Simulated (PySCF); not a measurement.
# [Eu(NO2)2]+: forces at shaken geometries

How stiff is [Eu(NO2)2]+? Its atoms are displaced at random by several amounts. It is a constructed species; whether it can be made isn't addressed.

Computed with PySCF 2.14.0. Level: PBE, Eu lcecp-1-SVP with ECP52, O def2-SVP, N def2-SVP; scalar-relativistic core potentials, no spin–orbit coupling.

3 further runs of the same task are left out: 2 for a known fault of the program, 1 that didn't finish.

**1. The system as given**

7 atoms, charge 1, spin multiplicity 1.

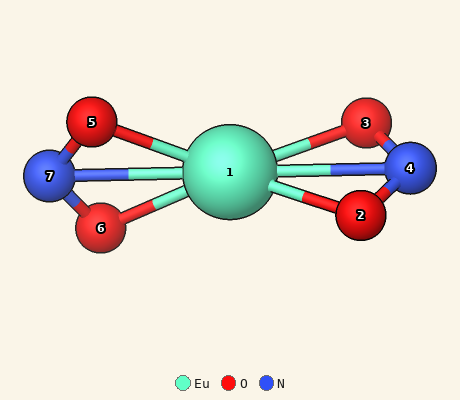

The geometry (europium green, oxygen red, nitrogen blue); atoms are numbered from 1 in the order of the file.

Coordinates:

```xyz
7
EuN2O4
Eu    0.00000    0.00000    0.00000
O     0.75830    0.75830    2.04323
O    -0.75830   -0.75830    2.04323
N     0.00000    0.00000    2.75802
O     0.75830   -0.75830   -2.04323
O    -0.75830    0.75830   -2.04323
N     0.00000    0.00000   -2.75802
```

Formal oxidation states: Eu +3. Each metal's 6 4f electrons lie in its core potential, so multiplicities, spins and levels count the valence alone. An earlier session relaxed this geometry at PBE, Eu lcecp-1-SVP with ECP52, O def2-SVP, N def2-SVP (singlet, point group D2d).

Its energy there is -444.717248 Eh.

**2. Atoms moved at random, σ = 0.03 Å**

run.py (the lines that set the calculation)

```python
mol = gto.M(atom='''
Eu    -0.02430     0.02111    -0.01818
O      0.71628     0.75993     2.05855
O     -0.72784    -0.74121     2.06159
N      0.05277    -0.01319     2.78976
O      0.74903    -0.85062    -2.06740
O     -0.76967     0.84333    -2.03658
N      0.00373    -0.01936    -2.78776''',
    basis={'Eu': 'lcecp-1-SVP', 'O': 'def2-SVP', 'N': 'def2-SVP'},
    ecp={'Eu': 'lcecp-1-SVP'},
    charge=1, spin=0)
mf = dft.RKS(mol, xc='PBE')
mf.grids.atom_grid = (50, 194)  # f atoms: unpruned, at least (60, 302)
mf = mf.density_fit()  # fitting sets: Eu AutoAux, O def2-universal-JKFIT, N def2-universal-JKFIT
mf.conv_tol = 1e-08; mf.max_cycle = 55
mf.kernel(dm0)  # dm0: the density of the relaxed state
```

The run is started by

```sh
> OMP_NUM_THREADS=2 python run.py
```

Standard output:

```text
init E= -444.616211222096
  HOMO = -0.441781346688757  LUMO = -0.378904720451089  gap/eV = 1.71096
cycle= 1 E= -444.696272676071  delta_E= -0.0801  |g|= 0.23  |ddm|= 0.497
  HOMO = -0.424324187291447  LUMO = -0.339279645275713  gap/eV = 2.31418
cycle= 2 E= -444.561052811465  delta_E= 0.135  |g|= 0.832  |ddm|= 0.758
  HOMO = -0.432475273962982  LUMO = -0.351559343315829  gap/eV = 2.20183
cycle= 3 E= -444.702924756282  delta_E= -0.142  |g|= 0.144  |ddm|= 0.645
  HOMO = -0.432305775796689  LUMO = -0.361566093909058  gap/eV = 1.92492
cycle= 4 E= -444.706094326439  delta_E= -0.00317  |g|= 0.0766  |ddm|= 0.143
  HOMO = -0.432879087476792  LUMO = -0.36078178643087  gap/eV = 1.96187
cycle= 5 E= -444.707240375386  delta_E= -0.00115  |g|= 0.0172  |ddm|= 0.0543
  HOMO = -0.433093140118526  LUMO = -0.359506511396198  gap/eV = 2.00239
cycle= 6 E= -444.707277867281  delta_E= -3.75e-05  |g|= 0.0122  |ddm|= 0.0227
  HOMO = -0.433114447722488  LUMO = -0.359145021718454  gap/eV = 2.01281
cycle= 7 E= -444.707301832383  delta_E= -2.4e-05  |g|= 0.00552  |ddm|= 0.0125
  HOMO = -0.433035455375293  LUMO = -0.359510427085922  gap/eV = 2.00072
cycle= 8 E= -444.707308716745  delta_E= -6.88e-06  |g|= 0.000823  |ddm|= 0.0054
  HOMO = -0.433028291274223  LUMO = -0.359525694580711  gap/eV = 2.00011
cycle= 9 E= -444.707308831122  delta_E= -1.14e-07  |g|= 0.00045  |ddm|= 0.000977
  HOMO = -0.433033015131326  LUMO = -0.359512258987628  gap/eV = 2.00060
cycle= 10 E= -444.707308870153  delta_E= -3.9e-08  |g|= 7.78e-05  |ddm|= 0.000328
  HOMO = -0.433037292393124  LUMO = -0.359514507834753  gap/eV = 2.00066
cycle= 11 E= -444.707308871566  delta_E= -1.41e-09  |g|= 2.24e-05  |ddm|= 0.00011
  HOMO = -0.433032816917638  LUMO = -0.359512512775165  gap/eV = 2.00059
Extra cycle  E= -444.707308870989  delta_E= 5.77e-10  |g|= 5.38e-05  |ddm|= 7.58e-05
converged SCF energy = -444.707308870989
```

Wall time 5.5 s (2 threads of Arm Neoverse V2, shared host).

It gives: E = -444.707309 Eh (+0.270 eV from the relaxed state), HOMO -11.78 eV, LUMO -9.78 eV, Mulliken charge on Eu1 +1.46 e, largest force component 2.082 eV/Å. 

| atom | Fx | Fy | Fz (eV/Å) |
| --- | --- | --- | --- |
| Eu1 | 0.009 | -0.120 | -0.181 |
| O2 | 1.240 | 1.301 | -0.390 |
| O3 | -0.466 | -0.472 | 0.125 |
| N4 | -0.740 | -0.732 | -0.053 |
| O5 | -1.674 | 1.892 | -0.722 |
| O6 | 1.753 | -2.012 | -0.860 |
| N7 | -0.121 | 0.144 | 2.082 |

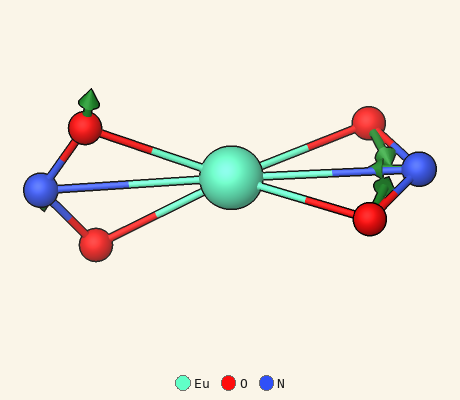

Forces as arrows, the longest for the largest force.

**3. Atoms moved at random, σ = 0.15 Å**

run.py (the lines that set the calculation)

```python
mol = gto.M(atom='''
Eu    -0.08461    -0.17814    -0.11365
O      0.85637     0.64492     1.85281
O     -1.04732    -0.67379     2.16011
N      0.03560     0.25212     2.89020
O      1.01812    -0.70612    -1.87009
O     -0.85268     0.80130    -2.19448
N      0.07451    -0.14029    -2.72490''',
    basis={'Eu': 'lcecp-1-SVP', 'O': 'def2-SVP', 'N': 'def2-SVP'},
    ecp={'Eu': 'lcecp-1-SVP'},
    charge=1, spin=0)
mf = dft.RKS(mol, xc='PBE')
mf.grids.atom_grid = (50, 194)  # f atoms: unpruned, at least (60, 302)
mf = mf.density_fit()  # fitting sets: Eu AutoAux, O def2-universal-JKFIT, N def2-universal-JKFIT
mf.conv_tol = 1e-08; mf.max_cycle = 55
mf.kernel(dm0)  # dm0: the density of the relaxed state
```

The run is started by

```sh
> OMP_NUM_THREADS=2 python run.py
```

Standard output:

```text
init E= -443.978133988872
  HOMO = -0.553509954174128  LUMO = -0.504414730202972  gap/eV = 1.33595
cycle= 1 E= -444.510145157942  delta_E= -0.532  |g|= 0.711  |ddm|= 1.66
  HOMO = -0.348414715131756  LUMO = -0.331137432313838  gap/eV = 0.47014
cycle= 2 E= -441.157172151788  delta_E= 3.35  |g|= 3.02  |ddm|= 2.99
  HOMO = -0.397556691442933  LUMO = -0.360171839466865  gap/eV = 1.01729
cycle= 3 E= -444.164311731242  delta_E= -3.01  |g|= 1.37  |ddm|= 2.92
  HOMO = -0.43281900754231  LUMO = -0.38974011299711  gap/eV = 1.17224
cycle= 4 E= -444.587262045331  delta_E= -0.423  |g|= 0.382  |ddm|= 1.07
  HOMO = -0.456267777093136  LUMO = -0.398867124930593  gap/eV = 1.56195
cycle= 5 E= -444.56413458218  delta_E= 0.0231  |g|= 0.51  |ddm|= 0.62
  HOMO = -0.449112373503068  LUMO = -0.394335596187457  gap/eV = 1.49055
cycle= 6 E= -444.605592042541  delta_E= -0.0415  |g|= 0.27  |ddm|= 0.483
  HOMO = -0.444303621903496  LUMO = -0.387990282494458  gap/eV = 1.53236
cycle= 7 E= -444.618500564886  delta_E= -0.0129  |g|= 0.0959  |ddm|= 0.215
  HOMO = -0.444664563087526  LUMO = -0.393378569961719  gap/eV = 1.39556
cycle= 8 E= -444.620067063183  delta_E= -0.00157  |g|= 0.0514  |ddm|= 0.093
  HOMO = -0.445608074457352  LUMO = -0.393018802915762  gap/eV = 1.43103
cycle= 9 E= -444.620581342955  delta_E= -0.000514  |g|= 0.0152  |ddm|= 0.0437
  HOMO = -0.446227734015273  LUMO = -0.391424069951536  gap/eV = 1.49128
cycle= 10 E= -444.620625757543  delta_E= -4.44e-05  |g|= 0.00748  |ddm|= 0.0188
  HOMO = -0.44590906696005  LUMO = -0.391740991680603  gap/eV = 1.47399
cycle= 11 E= -444.620638888592  delta_E= -1.31e-05  |g|= 0.00228  |ddm|= 0.00846
  HOMO = -0.446086692299768  LUMO = -0.391676528872409  gap/eV = 1.48058
cycle= 12 E= -444.620639309852  delta_E= -4.21e-07  |g|= 0.0019  |ddm|= 0.00274
  HOMO = -0.446102941441121  LUMO = -0.391645727043772  gap/eV = 1.48186
cycle= 13 E= -444.620640068208  delta_E= -7.58e-07  |g|= 0.000533  |ddm|= 0.00152
  HOMO = -0.446106368393974  LUMO = -0.391644071928852  gap/eV = 1.48199
cycle= 14 E= -444.620640133192  delta_E= -6.5e-08  |g|= 0.000144  |ddm|= 0.000571
  HOMO = -0.446115858923559  LUMO = -0.391642830967312  gap/eV = 1.48229
cycle= 15 E= -444.620640138391  delta_E= -5.2e-09  |g|= 2.51e-05  |ddm|= 0.000175
  HOMO = -0.446119434936161  LUMO = -0.391634681858908  gap/eV = 1.48261
Extra cycle  E= -444.620640137032  delta_E= 1.36e-09  |g|= 8.29e-05  |ddm|= 0.000101
converged SCF energy = -444.620640137032
```

Wall time 6.5 s (2 threads of Arm Neoverse V2, shared host).

Read off: E = -444.620640 Eh (+2.629 eV from the relaxed state), HOMO -12.14 eV, LUMO -10.66 eV, Mulliken charge on Eu1 +1.45 e, largest force component 7.216 eV/Å. 

| atom | Fx | Fy | Fz (eV/Å) |
| --- | --- | --- | --- |
| Eu1 | -1.460 | 0.908 | 2.880 |
| O2 | -2.207 | -0.784 | 3.639 |
| O3 | 3.507 | 2.853 | 1.722 |
| N4 | -0.872 | -2.034 | -7.216 |
| O5 | -1.987 | 1.179 | -2.187 |
| O6 | 3.765 | -3.824 | 0.030 |
| N7 | -0.745 | 1.703 | 1.133 |

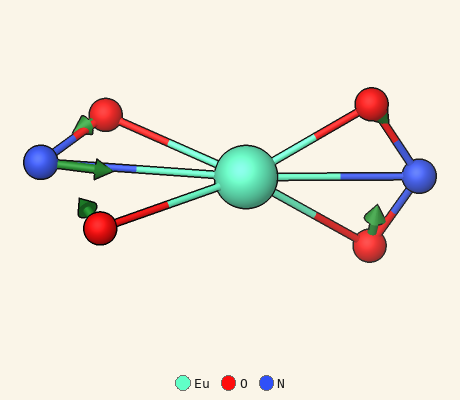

Forces as arrows, the longest for the largest force.

**4. Atoms moved at random, σ = 0.06 Å**

run.py (the lines that set the calculation)

```python
mol = gto.M(atom='''
Eu    -0.01566     0.07090    -0.00622
O      0.66784     0.68671     2.01652
O     -0.69279    -0.73942     2.06425
N      0.01805     0.09021     2.65065
O      0.82927    -0.76909    -1.97187
O     -0.83276     0.75986    -2.03479
N      0.02607    -0.09918    -2.71854''',
    basis={'Eu': 'lcecp-1-SVP', 'O': 'def2-SVP', 'N': 'def2-SVP'},
    ecp={'Eu': 'lcecp-1-SVP'},
    charge=1, spin=0)
mf = dft.RKS(mol, xc='PBE')
mf.grids.atom_grid = (50, 194)  # f atoms: unpruned, at least (60, 302)
mf = mf.density_fit()  # fitting sets: Eu AutoAux, O def2-universal-JKFIT, N def2-universal-JKFIT
mf.conv_tol = 1e-08; mf.max_cycle = 55
mf.kernel(dm0)  # dm0: the density of the relaxed state
```

The run is started by

```sh
> OMP_NUM_THREADS=2 python run.py
```

Standard output:

```text
init E= -444.818035676496
  HOMO = -0.395559449553659  LUMO = -0.369363977924017  gap/eV = 0.71282
cycle= 1 E= -444.592083422583  delta_E= 0.226  |g|= 0.506  |ddm|= 0.917
  HOMO = -0.387571523463176  LUMO = -0.323584606178192  gap/eV = 1.74117
cycle= 2 E= -443.884364120882  delta_E= 0.708  |g|= 1.92  |ddm|=  1.8
  HOMO = -0.40149763358102  LUMO = -0.340223622631772  gap/eV = 1.66735
cycle= 3 E= -444.622390871438  delta_E= -0.738  |g|= 0.335  |ddm|= 1.44
  HOMO = -0.394787511986575  LUMO = -0.359008712023474  gap/eV = 0.97359
cycle= 4 E= -444.639766666007  delta_E= -0.0174  |g|= 0.17  |ddm|= 0.331
  HOMO = -0.395375043079923  LUMO = -0.359143421034073  gap/eV = 0.98591
cycle= 5 E= -444.644068915561  delta_E= -0.0043  |g|= 0.0863  |ddm|= 0.164
  HOMO = -0.39755587600655  LUMO = -0.357246032431561  gap/eV = 1.09689
cycle= 6 E= -444.645480392598  delta_E= -0.00141  |g|= 0.0259  |ddm|= 0.0803
  HOMO = -0.398087280164141  LUMO = -0.356842747920858  gap/eV = 1.12232
cycle= 7 E= -444.64558499706  delta_E= -0.000105  |g|= 0.0116  |ddm|= 0.0254
  HOMO = -0.397323112435863  LUMO = -0.357078248527966  gap/eV = 1.09512
cycle= 8 E= -444.645612745861  delta_E= -2.77e-05  |g|= 0.00127  |ddm|= 0.0111
  HOMO = -0.39736942562935  LUMO = -0.357135858237477  gap/eV = 1.09481
cycle= 9 E= -444.64561302921  delta_E= -2.83e-07  |g|= 0.000599  |ddm|= 0.00205
  HOMO = -0.397345658409193  LUMO = -0.357086611837371  gap/eV = 1.09550
cycle= 10 E= -444.645613114926  delta_E= -8.57e-08  |g|= 0.000226  |ddm|= 0.000901
  HOMO = -0.397359959479861  LUMO = -0.357091550207098  gap/eV = 1.09576
cycle= 11 E= -444.645613126763  delta_E= -1.18e-08  |g|= 5.71e-05  |ddm|= 0.000306
  HOMO = -0.397355452877001  LUMO = -0.357094252356998  gap/eV = 1.09556
cycle= 12 E= -444.645613127546  delta_E= -7.82e-10  |g|= 1.79e-05  |ddm|= 8.69e-05
  HOMO = -0.397358882109032  LUMO = -0.357091601114412  gap/eV = 1.09573
Extra cycle  E= -444.645613127295  delta_E= 2.5e-10  |g|= 3.96e-05  |ddm|= 5.18e-05
converged SCF energy = -444.645613127295
```

Run time: 5.8 s. Hardware: 2 threads of Arm Neoverse V2, shared host.

Result: E = -444.645613 Eh (+1.949 eV from the relaxed state), HOMO -10.81 eV, LUMO -9.72 eV, Mulliken charge on Eu1 +1.39 e, largest force component 14.102 eV/Å. 

| atom | Fx | Fy | Fz (eV/Å) |
| --- | --- | --- | --- |
| Eu1 | -0.612 | -0.661 | -1.302 |
| O2 | 12.484 | 11.745 | -10.135 |
| O3 | -2.817 | -3.045 | -2.576 |
| N4 | -9.126 | -7.970 | 14.102 |
| O5 | -0.818 | 0.696 | -0.321 |
| O6 | 1.870 | -1.814 | -0.697 |
| N7 | -0.979 | 1.049 | 0.928 |

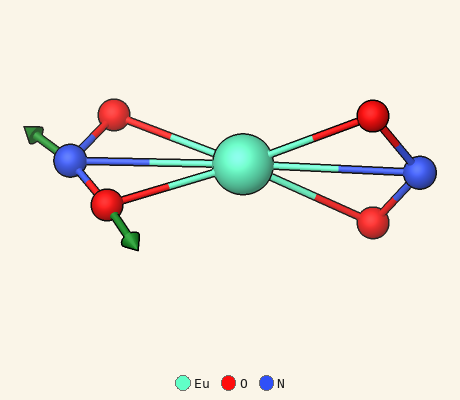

Forces as arrows, the longest for the largest force.

**5. Results**

| σ (Å) | energy rise (eV) | harmonic estimate −½ F·u (eV) | largest force component (eV/Å) |
| --- | --- | --- | --- |
| 0.03 | 0.270 | 0.255 | 2.08 |
| 0.15 | 2.629 | 2.435 | 7.22 |
| 0.06 | 1.949 | 2.376 | 14.10 |

Every displacement raises the energy. For a harmonic well the rise equals −½ F·u; the two differ by at most 22 % here (a move with σ = 0.06 Å), from anharmonicity, the grid and the small forces left at the relaxed point. These are double-zeta-type bases without diffuse functions. Spin–orbit coupling is left out.
